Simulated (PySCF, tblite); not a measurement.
# C₆H₁₃BOS: geometry, infrared bands and NMR shifts

Wanted: the infrared bands and NMR shifts of C₆H₁₃BOS (`CSCB(C)[C@@H](C)C=O`), by calculation.

The runs use tblite 0.8.0 and PySCF 2.14.0, with density-fitted response routines of our own; the level of theory stands in each step. All values are computed, except where a source is named. Atoms are numbered from 0 throughout.

## 1. Starting geometry

22 atoms, charge 0, multiplicity 1; geometry from: force field or distance geometry start.

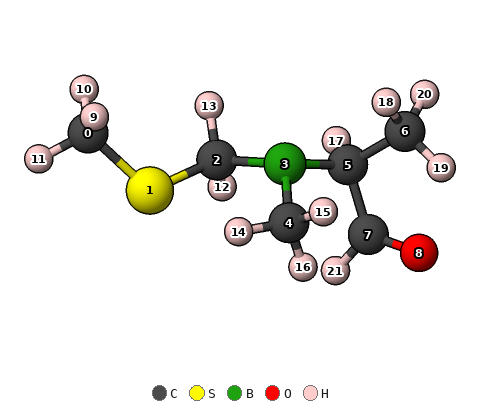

The starting geometry (carbon dark grey, sulfur yellow, boron green, oxygen red, hydrogen pink), atoms numbered.

## 2. Relaxing the molecule with GFN2-xTB

What the job is given:

```
{"job": {"kind": "relax", "xc": "GFN2-xTB", "basis": "xTB"}, "charge": 0, "multiplicity": 1}
C      3.818700     0.850400    -0.214400
S      2.502300    -0.362300    -0.275100
C      1.099500    -0.098600     0.761600
B     -0.228400     0.215400    -0.073300
C     -0.262800    -0.450600    -1.529900
C     -1.569600    -0.149100     0.798200
C     -2.660900     0.816400     0.343600
C     -2.035000    -1.492900     0.362200
O     -3.039200    -1.592600    -0.275900
H      3.771200     1.561300    -1.024100
H      3.872300     1.382000     0.771100
H      4.799900     0.298300    -0.327800
H      0.911200    -0.971100     1.405800
H      1.262500     0.795900     1.450700
H      0.777900    -0.494100    -1.947000
H     -0.900500     0.107000    -2.207500
H     -0.607500    -1.469100    -1.429200
H     -1.395000    -0.090400     1.870900
H     -2.212700     1.662700    -0.138800
H     -3.391500     0.306000    -0.278700
H     -3.094200     1.219200     1.328100
H     -1.428400    -2.425400     0.628600
```

On the command line:

```bash
> OMP_NUM_THREADS=1 python probes_run.py task.json out
```

One launch serves the whole session: the jobs run in the order shown.

**Question.** This job is followed by: GFN2-xTB harmonic vibrations, gas phase; GIAO PBE0/pcSseg-1 NMR shielding, non-relativistic, gas phase. What will the session give for the following? strongest single infrared mode (GFN2-xTB); zero-point energy (GFN2-xTB); 13C shifts against TMS (PBE0/pcSseg-1); 1H shifts against TMS (PBE0/pcSseg-1, means over atoms taken as alike); 33S shifts against CS2 (PBE0/pcSseg-1); 11B shifts against BF3·OEt2 (PBE0/pcSseg-1); 17O shifts against H2O (PBE0/pcSseg-1).

As calculated:

| quantity | value |
| --- | --- |
| strongest single infrared mode (GFN2-xTB) | 1772 cm⁻¹, 414 km/mol |
| zero-point energy (GFN2-xTB) | 111.9 kcal/mol |
| 13C shifts against TMS (PBE0/pcSseg-1) | 203.3, 67.9, 35.2, 21.8, 11.6, 11.4 ppm |
| 1H shifts against TMS (PBE0/pcSseg-1, means over atoms taken as alike) | 10.23, 3.19, 2.90, 2.03, 1.94, 1.27, 1.05 ppm |
| 33S shifts against CS2 (PBE0/pcSseg-1) | -41 ppm |
| 11B shifts against BF3·OEt2 (PBE0/pcSseg-1) | 85.9 ppm |
| 17O shifts against H2O (PBE0/pcSseg-1) | 700.8 ppm |

**Reading.** Relaxing lowered the energy by 1.746 eV in 289 steps; the close pair that moved most is S1–C2, from 1.764 to 1.844 Å. All 60 modes are real, so the xTB geometry is a minimum. The strongest single mode, at 1772 cm⁻¹, moves mainly C7 and O8. Unscaled tight-binding wavenumbers are off by several per cent, some by more. Its intensities can rank the bands wrongly. C7 (aldehyde carbonyl carbon) lies farthest downfield among carbon, at 203.3 ppm; the double bond to the heteroatom, with no lone-pair donor beside it, deshields it most. H21 (hydrogen on an aldehyde carbonyl carbon) lies farthest downfield among hydrogen, at 10.23 ppm; deshielded by the polar, anisotropic C=O bond. At PBE0/pcSseg-1: The largest span, 1417 ppm, is at O8, where the paramagnetic term is -762 ppm.
